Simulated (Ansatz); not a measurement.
CH3O and related structures: several calculations on one system

**1. Relaxation**

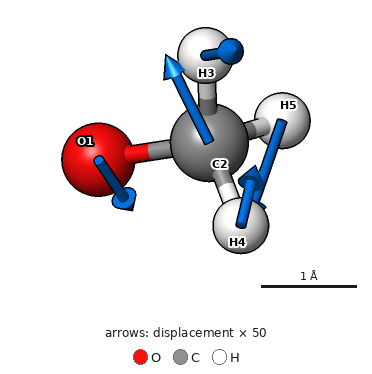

A relaxation of CH$_{3}$O (multiplicity 2). The starting structure is drawn; blue arrows show the displacements, 50 times their true length. The two geometries are superimposed by the best rigid fit.

Style: ball-and-stick. Shown at a tilt.

It is one of the separated reactants of a reaction.

These are results of UKS PBE0-D4/def2-TZVP (Ansatz 0.2.0), not measurements.

Input file:
```yaml
crystal:
  periodic: [false, false, false]
  atoms:
    - {symbol: O, position_ang: [-1.427634, -0.731659, 0.226208]}
    - {symbol: C, position_ang: [-0.455721, -0.927052, 1.152217]}
    - {symbol: H, position_ang: [0.309388, -0.136064, 1.084035]}
    - {symbol: H, position_ang: [-0.829357, -1.062525, 2.175632]}
    - {symbol: H, position_ang: [0.088890, -1.843287, 0.851111]}
basis:
  gaussian: {orbitals: def2-TZVP}
magnetization: {spin_polarized: true, initial_magnetization: 1}
hamiltonian: {xc: pbe0, dispersion: d4}
relax: {f_tol: 0.005, max_steps: 200}
```

**What happened in the run?**

After 5 geometry steps the energy has fallen by 0.005 eV. The largest force component goes from 0.19 to 0.0032 eV/Å. The atom that moves furthest after the best rigid fit is H3 (0.026 Å). By element the largest moves are H 0.026 Å, C 0.021 Å, O 0.019 Å. Among the angles between lasting bonds that change: O1–C2–H3 110.6° → 113.5°, H3–C2–H5 103.6° → 106.2°, H4–C2–H5 108.6° → 106.2°.

**2. Relaxation**

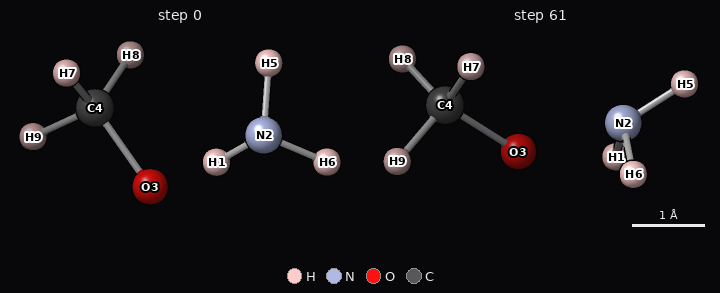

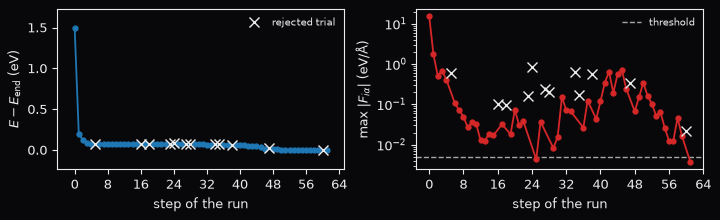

First and last geometry of a relaxation of CH₆NO (multiplicity 2) (started from a transition state, displaced along its imaginary mode), with the history of the run. Style: ball-and-stick. Shown at a tilt.

The calculation used Ansatz, UKS PBE0-D4/def2-TZVP. Set-up: force threshold 0.005 eV/Å; at most 200 steps.

Question: Read the history and describe the run.

Answer: It converged. Over 49 accepted moves (61 points after the start) the energy falls by 1.492 eV. The largest force component goes from 16 to 0.0037 eV/Å. The line search rejected the trial steps at points 5, 16, 18, 23, 24, 27, 28, 34 and more of the run. The forces were under the threshold at step 25, but the run went on from there. H6 moves most after the best rigid fit: 1.40 Å. Largest moves by element: H 1.40 Å, O 1.19 Å, C 0.27 Å, N 0.21 Å. Some distances before and after: H1–N2 0.833 → 1.015 Å, N2–H5 1.020 → 1.013 Å, C4–H9 1.103 → 1.108 Å. Among the angles between lasting bonds that change: H1–N2–H5 116.0° → 107.2°, H1–N2–H6 111.9° → 107.4°, O3–C4–H7 114.8° → 110.6°. The run took roughly 11 core-minutes on a shared host.

**3. Reaction**

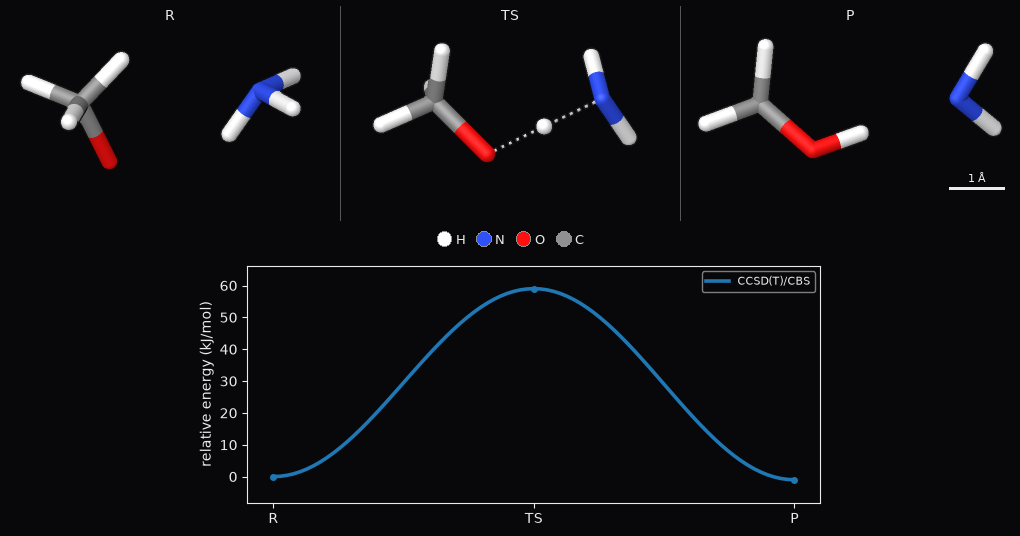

A reaction step of CH$_{6}$NO (multiplicity 2), with its energy diagram. The picture is a stick view, seen from a free direction. Dashed sticks mark bonds that form or break.

Stationary points at PBE0-D4/def2-TZVP, single-point energies with CCSD(T)/CBS (def2-TZVPP where no basis is named; Ansatz 0.2.0). The energies are electronic, without zero-point or thermal terms, and both ends are the minima reached downhill from the saddle, with any fragments still in contact. CCSD(T)/CBS stands for a frozen-core estimate: MP2 correlation extrapolated from def2-TZVPP and def2-QZVPP, CCSD(T) minus MP2 from the smaller set.

**Describe the step and its energetics.**

Counted by bonded pieces, R holds CH₃O + NH₃ and P holds CH₄O + NH₂. From R over the saddle to P, a bond forms: H–O (2.31 → 1.17 → 0.97 Å). A bond breaks: H–N (1.02 → 1.23 → 1.97 Å). The saddle has one imaginary mode, 1605i cm⁻¹. With CCSD(T)/CBS the barrier is 59.0 kJ/mol from R and 60.0 kJ/mol from P, and P lies 1.0 kJ/mol below R.
